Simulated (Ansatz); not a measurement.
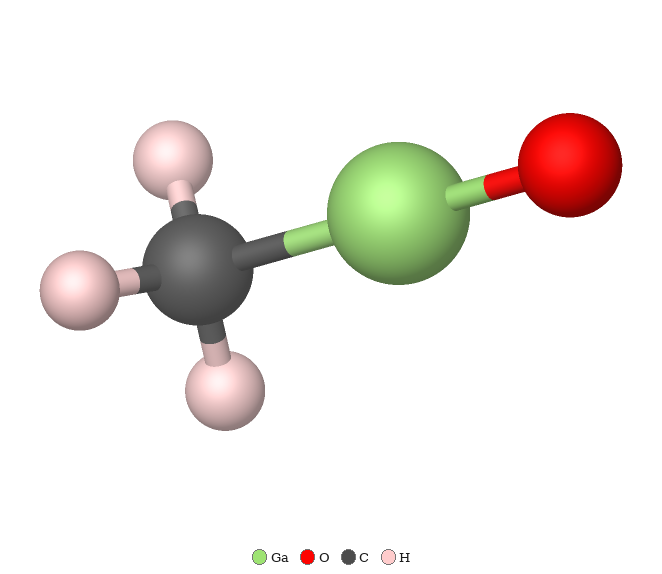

(Drawn from a calculation with Ansatz.)

Starting geometry of the run.

Input file:

```yaml
crystal:
  periodic: [false, false, false]
  atoms:
    - {symbol: Ga, position_ang: [-0.520339, -0.512139, -0.539221]}
    - {symbol: O, position_ang: [-0.663808, -2.139905, -0.368442]}
    - {symbol: C, position_ang: [-0.352375, 1.394095, -0.739202]}
    - {symbol: H, position_ang: [-0.949641, 1.729586, -1.587659]}
    - {symbol: H, position_ang: [0.692277, 1.656015, -0.910238]}
    - {symbol: H, position_ang: [-0.703291, 1.891811, 0.165393]}
basis:
  gaussian: {orbitals: def2-TZVPP}
hamiltonian: {xc: {name: wB97M-V}}
```

What the program printed:

```
Functional definition: wB97M-V
  name "wB97M-V"
  cite "Mardirossian & Head-Gordon, J. Chem. Phys. 144, 214110 (2016) doi:10.1063/1.4952647"
  cite "Becke, J. Chem. Phys. 107, 8554 (1997) doi:10.1063/1.475007"
  cite "Vydrov & Van Voorhis, J. Chem. Phys. 133, 244103 (2010) doi:10.1063/1.3521275"
  # Of w^i u^j: cxij and so on, Table III.
  parameter omega = 0.3/bohr
  parameter cx = 0.15
  parameter cx01 = 1.007
  parameter cx10 = 0.259
  parameter css00 = 0.443
  parameter css04 = -1.437
  parameter css10 = -4.535
  parameter css20 = -3.390
  parameter css43 = 4.278
  parameter cos00 = 1.000
  parameter cos10 = 1.358
  parameter cos20 = 2.924
  parameter cos21 = -8.812
  parameter cos60 = -1.390
  parameter cos61 = 9.142
  parameter b = 6.0
  parameter c = 0.01
  gx(w, u) = 1 - cx + cx01*u + cx10*w
  gss(w, u) = css00 + css04*u^4 + css10*w + css20*w^2 + css43*w^4*u^3
  gos(w, u) = cos00 + cos10*w + (cos20 + cos21*u)*w^2 + (cos60 + cos61*u)*w^6
  exchange = spin_sum(e_x_unif_sr(omega)*gx(b97_w, b97_u_x)) + cx*exact_x_sr(omega) + exact_x_lr(omega)
  correlation = spin_sum(e_c_pw_mod_same_spin*gss(b97_w, b97_u_same))
      + integral(e_c_pw_mod_opposite_spin*gos(b97_w_opposite, b97_u_opposite)) + vv10(b, c)
911 factors; their error is unknown
209 factors; integrals over basis functions are off by at most 8.3e-6 eV
mean field evaluation 1: about -55497.2562 eV, gradient 7.4e1 eV
mean field evaluation 2: about -55452.2573 eV, gradient 1.6e2 eV
mean field evaluation 4: about -55507.4321 eV, gradient 9.0e0 eV
mean field evaluation 8: about -55507.5549 eV, gradient 1.2e-1 eV
mean field evaluation 16: about -55507.6597 eV, gradient 9.3e-5 eV
mean field -55507.65972190 eV, -2039.8688703369 hartree, gradient 3.0e-5 eV, S^2 0.000000; 0 other end points of the search recorded, 0 dependent functions left out
reference -55507.65976484 eV, -2039.8688719146 hartree; 24, 24 occupied and 128, 128 virtual orbitals, 911 factors
Total energy: -55507.65976484 eV, -2039.8688719146 hartree
```
